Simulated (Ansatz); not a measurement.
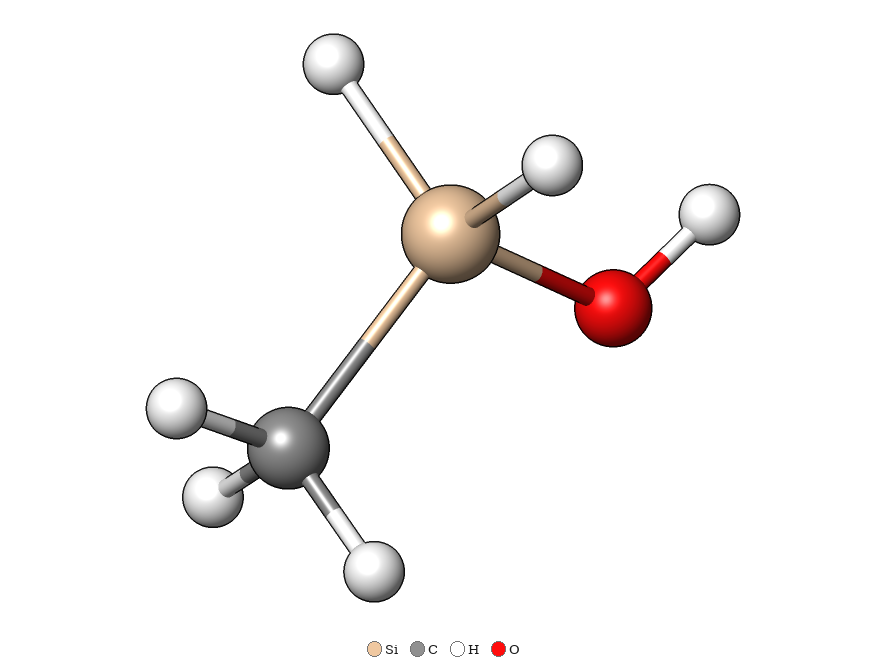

Harmonic vibrations computed with RKS PBE0-D4/def2-TZVP (Ansatz 0.2.0) at a stationary point of the same level.

Q: Minimum or transition state?

A: A minimum: no imaginary frequency, and the lowest mode lies at 153 cm⁻¹.

Q: List the wavenumbers.

A: 21 modes: 153, 195, 247, 501, 688, 730, 732, 847, 865, 876, 973, 988, 1278, 1444, 1450, 2186, 2196, 3054, 3138, 3144, 3932 cm⁻¹.
